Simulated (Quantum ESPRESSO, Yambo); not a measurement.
# Quasiparticle gap of ZrSe3 (P2_1/m) in Yambo, part 2 of 3

Aim: the G0W0 gap of ZrSe3 (P2_1/m) on PBEsol, step by step.

Quantum ESPRESSO 7.5 and Yambo 5.3.0; PBEsol and many-body steps on it, plane waves. Known limits of the many-body steps: not at the basis limit; no spin-orbit coupling; coarse k mesh.

So far. Step 2 (Ground state): The gap is indirect, with the least direct gap 0.28 eV higher.

### Step 3. Bands along the symmetry lines

Level of this step: DFT, PBEsol, plane waves, norm-conserving pseudopotentials (Quantum ESPRESSO).

Levels along a band path, at the cheap level, show where the edges lie and whether the meshes to come will hold them.

Contents of pw.in:

```
&control
  calculation = 'bands'
  prefix = 'x'
  outdir = 'o'
  pseudo_dir = 'pseudo'
/
&system
  ibrav = 0
  nat = 8
  ntyp = 2
  ecutwfc = 104.0
  nbnd = 90
  force_symmorphic = .true.
/
&electrons
  conv_thr = 1e-9
  electron_maxstep = 80
  diago_full_acc = .true.
  diago_thr_init = 5e-6
/
ATOMIC_SPECIES
  Zr 91.224 Zr.upf
  Se 78.971 Se.upf
CELL_PARAMETERS angstrom
  5.4109000000 -0.0000000000 -0.0000000000
  -0.0000000000 3.7488000000 0.0000000000
  -1.2294209091 0.0000000000 9.3636349901
ATOMIC_POSITIONS crystal
  Zr 0.2850000000 0.2500000000 0.6560000000
  Zr 0.7150000000 0.7500000000 0.3440000000
  Se 0.7620000000 0.2500000000 0.5540000000
  Se 0.2380000000 0.7500000000 0.4460000000
  Se 0.4560000000 0.2500000000 0.1740000000
  Se 0.5440000000 0.7500000000 0.8260000000
  Se 0.8880000000 0.2500000000 0.1690000000
  Se 0.1120000000 0.7500000000 0.8310000000
K_POINTS crystal
  81
  0.00000000 0.00000000 0.00000000 1
  0.00000000 0.06250000 0.00000000 1
  0.00000000 0.12500000 0.00000000 1
  0.00000000 0.18750000 0.00000000 1
  0.00000000 0.25000000 0.00000000 1
  0.00000000 0.31250000 0.00000000 1
  0.00000000 0.37500000 0.00000000 1
  0.00000000 0.43750000 0.00000000 1
  0.00000000 0.50000000 0.00000000 1
  0.00000000 0.50000000 0.06250000 1
  0.00000000 0.50000000 0.12500000 1
  0.00000000 0.50000000 0.18750000 1
  0.00000000 0.50000000 0.25000000 1
  0.00000000 0.50000000 0.31250000 1
  0.00000000 0.50000000 0.37500000 1
  0.00000000 0.50000000 0.43750000 1
  0.00000000 0.50000000 0.50000000 1
  0.00000000 0.43750000 0.50000000 1
  0.00000000 0.37500000 0.50000000 1
  0.00000000 0.31250000 0.50000000 1
  0.00000000 0.25000000 0.50000000 1
  0.00000000 0.18750000 0.50000000 1
  0.00000000 0.12500000 0.50000000 1
  0.00000000 0.06250000 0.50000000 1
  0.00000000 0.00000000 0.50000000 1
  0.00000000 0.00000000 0.43750000 1
  0.00000000 0.00000000 0.37500000 1
  0.00000000 0.00000000 0.31250000 1
  0.00000000 0.00000000 0.25000000 1
  0.00000000 0.00000000 0.18750000 1
  0.00000000 0.00000000 0.12500000 1
  0.00000000 0.00000000 0.06250000 1
  0.00000000 0.00000000 0.00000000 1
  -0.06250000 0.00000000 0.06250000 1
  -0.12500000 0.00000000 0.12500000 1
  -0.18750000 0.00000000 0.18750000 1
  -0.25000000 0.00000000 0.25000000 1
  -0.31250000 0.00000000 0.31250000 1
  -0.37500000 0.00000000 0.37500000 1
  -0.43750000 0.00000000 0.43750000 1
  -0.50000000 0.00000000 0.50000000 1
  -0.50000000 0.06250000 0.50000000 1
  -0.50000000 0.12500000 0.50000000 1
  -0.50000000 0.18750000 0.50000000 1
  -0.50000000 0.25000000 0.50000000 1
  -0.50000000 0.31250000 0.50000000 1
  -0.50000000 0.37500000 0.50000000 1
  -0.50000000 0.43750000 0.50000000 1
  -0.50000000 0.50000000 0.50000000 1
  -0.43750000 0.50000000 0.43750000 1
  -0.37500000 0.50000000 0.37500000 1
  -0.31250000 0.50000000 0.31250000 1
  -0.25000000 0.50000000 0.25000000 1
  -0.18750000 0.50000000 0.18750000 1
  -0.12500000 0.50000000 0.12500000 1
  -0.06250000 0.50000000 0.06250000 1
  0.00000000 0.50000000 0.00000000 1
  -0.06250000 0.50000000 0.00000000 1
  -0.12500000 0.50000000 0.00000000 1
  -0.18750000 0.50000000 0.00000000 1
  -0.25000000 0.50000000 0.00000000 1
  -0.31250000 0.50000000 0.00000000 1
  -0.37500000 0.50000000 0.00000000 1
  -0.43750000 0.50000000 0.00000000 1
  -0.50000000 0.50000000 0.00000000 1
  -0.50000000 0.43750000 0.00000000 1
  -0.50000000 0.37500000 0.00000000 1
  -0.50000000 0.31250000 0.00000000 1
  -0.50000000 0.25000000 0.00000000 1
  -0.50000000 0.18750000 0.00000000 1
  -0.50000000 0.12500000 0.00000000 1
  -0.50000000 0.06250000 0.00000000 1
  -0.50000000 0.00000000 0.00000000 1
  -0.43750000 0.00000000 0.00000000 1
  -0.37500000 0.00000000 0.00000000 1
  -0.31250000 0.00000000 0.00000000 1
  -0.25000000 0.00000000 0.00000000 1
  -0.18750000 0.00000000 0.00000000 1
  -0.12500000 0.00000000 0.00000000 1
  -0.06250000 0.00000000 0.00000000 1
  0.00000000 0.00000000 0.00000000 1
```

Launch:

```sh
$ OMP_NUM_THREADS=1 mpirun -n 16 pw.x -nk 16 -in pw.in > pw.out
```

Log:

```text
[banner, memory and clock lines left out]
Program PWSCF v.7.5 starts

     Atomic positions and unit cell read from directory:
     o/x.save/

     Message from routine setup:
     using ibrav=0 with symmetry is DISCOURAGED, use correct ibrav instead

     G-vector sticks info

     bravais-lattice index     =            0
     lattice parameter (alat)  =      10.2251  a.u.
     unit-cell volume          =    1281.7486 (a.u.)^3
     number of atoms/cell      =            8
     number of atomic types    =            2
     number of electrons       =       168.00
     number of Kohn-Sham states=           90
     kinetic-energy cutoff     =     104.0000  Ry
     charge density cutoff     =     416.0000  Ry
     Exchange-correlation= PBESOL
                           (   1   4  10   8   0   0   0)

     celldm(1)=  10.225119  celldm(2)=   0.000000  celldm(3)=   0.000000
     celldm(4)=   0.000000  celldm(5)=   0.000000  celldm(6)=   0.000000

     crystal axes: (cart. coord. in units of alat)
               a(1) = (   1.000000  -0.000000  -0.000000 )
               a(2) = (  -0.000000   0.692824   0.000000 )
               a(3) = (  -0.227212   0.000000   1.730513 )

     reciprocal axes: (cart. coord. in units 2 pi/alat)
               b(1) = (  1.000000  0.000000  0.131297 )
               b(2) = (  0.000000  1.443369  0.000000 )
               b(3) = (  0.000000  0.000000  0.577863 )
     Pseudo is Norm-conserving + core correction, Zval = 12.0
     Generated using ONCVPSP code by D. R. Hamann
     Using radial grid of 1604 points,  6 beta functions with:
     Pseudo is Norm-conserving + core correction, Zval = 24.0
     Generated using ONCVPSP code by D. R. Hamann
     Using radial grid of 1198 points,  6 beta functions with:
     Zr               12.00    91.22400     Zr( 1.00)
     Se               24.00    78.97100     Se( 1.00)

      2 Sym. Ops., with inversion, found

   Cartesian axes

     site n.     atom                  positions (alat units)
         1        Zr     tau(   1) = (   0.1359490   0.1732059   1.1352168  )
         2        Zr     tau(   2) = (   0.6368391   0.5196178   0.5952966  )
         3        Se     tau(   3) = (   0.6361246   0.1732059   0.9587044  )
         4        Se     tau(   4) = (   0.1366635   0.5196178   0.7718090  )
         5        Se     tau(   5) = (   0.4164651   0.1732059   0.3011093  )
         6        Se     tau(   6) = (   0.3563230   0.5196178   1.4294041  )
         7        Se     tau(   7) = (   0.8496012   0.1732059   0.2924568  )
         8        Se     tau(   8) = (  -0.0768131   0.5196178   1.4380566  )

     number of k points=    81
                       cart. coord. in units 2pi/alat
        k(    1) = (   0.0000000   0.0000000   0.0000000), wk =   0.0246914
        k(    2) = (   0.0000000   0.0902105   0.0000000), wk =   0.0246914
        k(    3) = (   0.0000000   0.1804211   0.0000000), wk =   0.0246914
[...]
[... 69 further rows ...]
        k(   80) = (  -0.0625000   0.0000000  -0.0082061), wk =   0.0246914
        k(   81) = (   0.0000000   0.0000000   0.0000000), wk =   0.0246914

     Dense  grid:   183623 G-vectors     FFT dimensions: (  72,  45, 120)

     The potential is recalculated from file :
     o/x.save/charge-density

     Starting wfcs are   98 randomized atomic wfcs

     Band Structure Calculation

     End of band structure calculation

          k = 0.0000 0.0000 0.0000 ( 22959 PWs)   bands (ev):

  -197.1565-197.1565-197.1419-197.1419-196.3596-196.3596-136.9919-136.9919
  -136.9784-136.9784-136.7591-136.7591-136.7526-136.7526-136.7431-136.7431
  -136.7368-136.7368-136.0461-136.0461-136.0392-136.0392-136.0249-136.0249
   -38.4723 -38.4717 -37.4172 -37.4172 -37.3245 -37.3245 -37.3117 -37.3117
   -37.3064 -37.3063 -37.2790 -37.2790 -37.2707 -37.2706 -37.0860 -37.0858
   -37.0826 -37.0826 -37.0678 -37.0678 -37.0648 -37.0648 -36.4466 -36.4451
[...]
13.5625  13.6668

          k = 0.0000 0.0902 0.0000 ( 22949 PWs)   bands (ev):

[...]
13.5676  13.6584

          k = 0.0000 0.1804 0.0000 ( 22983 PWs)   bands (ev):

[...]
13.5279  13.6495

[...]
k =-0.0625 0.0000 0.0279 ( 22952 PWs)   bands (ev):

[...]
k =-0.1250 0.0000 0.0558 ( 22986 PWs)   bands (ev):

[...]
k =-0.1875 0.0000 0.0837 ( 23002 PWs)   bands (ev):

[...]
k =-0.1250 0.7217 0.0558 ( 22902 PWs)   bands (ev):

[...]
k =-0.0625 0.7217 0.0279 ( 22916 PWs)   bands (ev):

[...]
k = 0.0000 0.7217 0.0000 ( 22922 PWs)   bands (ev):

[...]
k =-0.0625 0.7217-0.0082 ( 22904 PWs)   bands (ev):

[...]
k =-0.1250 0.7217-0.0164 ( 22924 PWs)   bands (ev):

[...]
k =-0.1875 0.7217-0.0246 ( 22926 PWs)   bands (ev):

[...]
k =-0.1250 0.0000-0.0164 ( 22996 PWs)   bands (ev):

[...]
k =-0.0625 0.0000-0.0082 ( 22960 PWs)   bands (ev):

[...]
13.5659  13.8193

          k = 0.0000 0.0000 0.0000 ( 22959 PWs)   bands (ev):

[...]
-136.9784-136.9784-136.7591-136.7591-136.7526-136.7526-136.7431-136.7431
  -136.7368-136.7368-136.0461-136.0461-136.0392-136.0392-136.0249-136.0249
[...]
6.1656   7.3504   7.5153   7.9998   8.5120   9.4022   9.6623   9.8077
     9.8205   9.9269  10.3966  10.5070  11.1681  11.5509  13.1795  13.3778
    13.5625  13.6668

     XML data file, pseudopotentials, collected wavefunctions
```

Run time: 91 s. Hardware: 16 MPI ranks of Arm Neoverse V1, shared host; peak memory 5 GiB.

This step gave:

| Item | Value |
| --- | --- |
| gap | 0.3146 eV |
| k of the valence top | -0.125, 0, 0 |
| k of the conduction bottom | -0.5, 0.125, 0 |
| least direct gap | 0.5952 eV |

The gap is 0.315 eV, −0.007 eV from the run before at this level.

Electronic bands along the path, in eV, zero at the top of the highest filled band:

```tsv
point	band 81	band 82	band 83	band 84	band 85	band 86	band 87	band 88
Γ	-0.69	-0.58	-0.11	0.00	0.66	1.04	2.67	2.87
Z	-1.70	-1.70	-1.16	-1.16	2.41	2.41	2.82	2.82
D	-1.91	-1.91	-1.15	-1.15	2.44	2.44	2.82	2.82
B	-0.69	-0.60	-0.14	-0.10	0.50	1.20	2.68	2.84
Γ	-0.69	-0.58	-0.11	0.00	0.66	1.04	2.67	2.87
A	-1.47	-0.89	-0.45	-0.42	0.34	0.56	1.16	1.26
E	-1.67	-1.67	-1.42	-1.42	0.58	0.58	2.54	2.54
Z	-1.70	-1.70	-1.16	-1.16	2.41	2.41	2.82	2.82
C2	-1.83	-1.83	-1.33	-1.33	0.57	0.57	2.44	2.44
Y2	-0.97	-0.56	-0.38	-0.30	0.33	0.67	1.14	1.23
Γ	-0.69	-0.58	-0.11	0.00	0.66	1.04	2.67	2.87
```

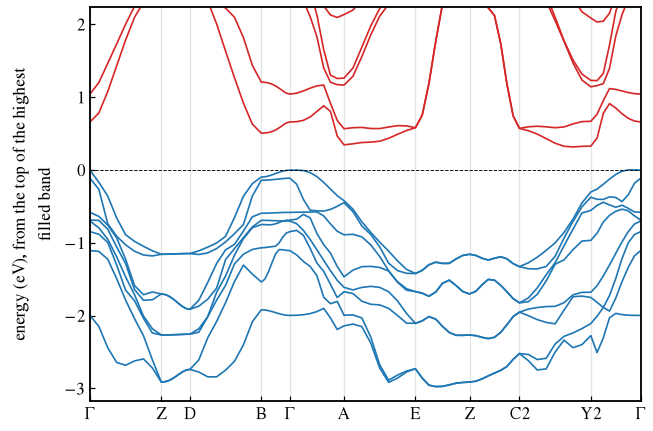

Electronic bands along the path; lines of filled and empty bands in two colours.

### Step 4. Empty states on the mesh, 2×4×2 mesh, 236 bands

The sums over transitions need many empty states on a uniform mesh; this step solves for them.

Contents of pw.in:

```
&control
  calculation = 'nscf'
  prefix = 'x'
  outdir = 'o'
  pseudo_dir = 'pseudo'
/
&system
  ibrav = 0
  nat = 8
  ntyp = 2
  ecutwfc = 104.0
  nbnd = 236
  force_symmorphic = .true.
/
&electrons
  conv_thr = 1e-9
  electron_maxstep = 80
  diago_full_acc = .true.
  diago_thr_init = 5e-6
/
ATOMIC_SPECIES
  Zr 91.224 Zr.upf
  Se 78.971 Se.upf
CELL_PARAMETERS angstrom
  5.4109000000 -0.0000000000 -0.0000000000
  -0.0000000000 3.7488000000 0.0000000000
  -1.2294209091 0.0000000000 9.3636349901
ATOMIC_POSITIONS crystal
  Zr 0.2850000000 0.2500000000 0.6560000000
  Zr 0.7150000000 0.7500000000 0.3440000000
  Se 0.7620000000 0.2500000000 0.5540000000
  Se 0.2380000000 0.7500000000 0.4460000000
  Se 0.4560000000 0.2500000000 0.1740000000
  Se 0.5440000000 0.7500000000 0.8260000000
  Se 0.8880000000 0.2500000000 0.1690000000
  Se 0.1120000000 0.7500000000 0.8310000000
K_POINTS automatic
  2 4 2 0 0 0
```

Launch:

```sh
$ OMP_NUM_THREADS=1 mpirun -n 16 pw.x -nk 4 -in pw.in > pw.out
```

Log:

```text
[banner, memory and clock lines left out]
Program PWSCF v.7.5 starts

     Atomic positions and unit cell read from directory:
     o/x.save/

     Message from routine setup:
     using ibrav=0 with symmetry is DISCOURAGED, use correct ibrav instead

     bravais-lattice index     =            0
     lattice parameter (alat)  =      10.2251  a.u.
     unit-cell volume          =    1281.7486 (a.u.)^3
     number of atoms/cell      =            8
     number of atomic types    =            2
     number of electrons       =       168.00
     number of Kohn-Sham states=          236
     kinetic-energy cutoff     =     104.0000  Ry
     charge density cutoff     =     416.0000  Ry
     Exchange-correlation= PBESOL
                           (   1   4  10   8   0   0   0)

     celldm(1)=  10.225119  celldm(2)=   0.000000  celldm(3)=   0.000000
     celldm(4)=   0.000000  celldm(5)=   0.000000  celldm(6)=   0.000000

     crystal axes: (cart. coord. in units of alat)
               a(1) = (   1.000000  -0.000000  -0.000000 )
               a(2) = (  -0.000000   0.692824   0.000000 )
               a(3) = (  -0.227212   0.000000   1.730513 )

     reciprocal axes: (cart. coord. in units 2 pi/alat)
               b(1) = (  1.000000  0.000000  0.131297 )
               b(2) = (  0.000000  1.443369  0.000000 )
               b(3) = (  0.000000  0.000000  0.577863 )
     Pseudo is Norm-conserving + core correction, Zval = 12.0
     Generated using ONCVPSP code by D. R. Hamann
     Using radial grid of 1604 points,  6 beta functions with:
     Pseudo is Norm-conserving + core correction, Zval = 24.0
     Generated using ONCVPSP code by D. R. Hamann
     Using radial grid of 1198 points,  6 beta functions with:
     Zr               12.00    91.22400     Zr( 1.00)
     Se               24.00    78.97100     Se( 1.00)

      2 Sym. Ops., with inversion, found

   Cartesian axes

     site n.     atom                  positions (alat units)
         1        Zr     tau(   1) = (   0.1359490   0.1732059   1.1352168  )
         2        Zr     tau(   2) = (   0.6368391   0.5196178   0.5952966  )
         3        Se     tau(   3) = (   0.6361246   0.1732059   0.9587044  )
         4        Se     tau(   4) = (   0.1366635   0.5196178   0.7718090  )
         5        Se     tau(   5) = (   0.4164651   0.1732059   0.3011093  )
         6        Se     tau(   6) = (   0.3563230   0.5196178   1.4294041  )
         7        Se     tau(   7) = (   0.8496012   0.1732059   0.2924568  )
         8        Se     tau(   8) = (  -0.0768131   0.5196178   1.4380566  )

     number of k points=    12
                       cart. coord. in units 2pi/alat
        k(    1) = (   0.0000000   0.0000000   0.0000000), wk =   0.1250000
        k(    2) = (   0.0000000   0.0000000  -0.2889316), wk =   0.1250000
        k(    3) = (   0.0000000   0.3608421   0.0000000), wk =   0.2500000
[...]
k(   11) = (  -0.5000000  -0.7216843  -0.0656487), wk =   0.1250000
        k(   12) = (  -0.5000000  -0.7216843  -0.3545803), wk =   0.1250000

     Dense  grid:   183623 G-vectors     FFT dimensions: (  72,  45, 120)

     The potential is recalculated from file :
     o/x.save/charge-density

     Starting wfcs are   98 randomized atomic wfcs +  138 random wfcs

     Band Structure Calculation

     End of band structure calculation

          k = 0.0000 0.0000 0.0000 ( 22959 PWs)   bands (ev):

  -197.1565-197.1565-197.1419-197.1419-196.3596-196.3596-136.9919-136.9919
  -136.9784-136.9784-136.7591-136.7591-136.7526-136.7526-136.7431-136.7431
  -136.7368-136.7368-136.0461-136.0461-136.0392-136.0392-136.0249-136.0249
   -38.4723 -38.4717 -37.4172 -37.4172 -37.3246 -37.3245 -37.3117 -37.3117
   -37.3064 -37.3063 -37.2790 -37.2790 -37.2707 -37.2706 -37.0860 -37.0858
   -37.0826 -37.0826 -37.0678 -37.0678 -37.0648 -37.0648 -36.4466 -36.4451
[...]
[... 18 further rows ...]
[...]
52.6819  52.9995  53.0972  53.1315

          k = 0.0000 0.0000-0.2889 ( 23008 PWs)   bands (ev):

[...]
[... 18 further rows ...]
[...]
52.7480  52.9979  53.5160  53.5340

          k = 0.0000 0.3608 0.0000 ( 22961 PWs)   bands (ev):

[...]
-136.9784-136.9784-136.7591-136.7591-136.7526-136.7526-136.7431-136.7431
  -136.7368-136.7368-136.0461-136.0461-136.0392-136.0392-136.0249-136.0249
[...]
6.3942   6.7318   7.1761   7.6777   7.8281   8.7232   8.8591   9.0417
     [... 18 further rows ...]
    50.8740  51.1668  51.2227  51.5438  51.5854  51.7372  52.4071  52.4465
    52.6174  52.9332  53.0618  53.2353

          k = 0.0000 0.3608-0.2889 ( 22962 PWs)   bands (ev):

     [... further k-points ...]

     highest occupied, lowest unoccupied level (ev):    10.5070   10.8367

     XML data file, pseudopotentials, collected wavefunctions
```

The job ended after 63 s (16 MPI ranks; peak memory 3 GiB; 17 min of CPU time).

This step gave:

```yaml
gap: 0.3296 eV
k_of_the_valence_top: 0, 0, 0
k_of_the_conduction_bottom: -0.5, 0, 0
least_direct_gap: 0.6027 eV
k_points_computed: 12
lowest_point_of_the_top_converged_band_above_the_valence_top: 41.98 eV
```

On this mesh the gap is 0.330 eV.

[end of part 2 of 3]

[Paths, hosts, dates, memory and timing lines, banners, echoed tables and standing remarks are left out of the program output.]

[Logs are printed without paths, hosts, clocks, repeated set-up lines and the standing remarks that a program may print on its own settings, such as how far it seeks lower states.]

[Runs of the session that timed out or met a known fault of the program may be left out.]

[Hosts, paths, dates, database ids (printed as entryN), source tags and the programs' standing remarks are cut or masked in the printed files.]
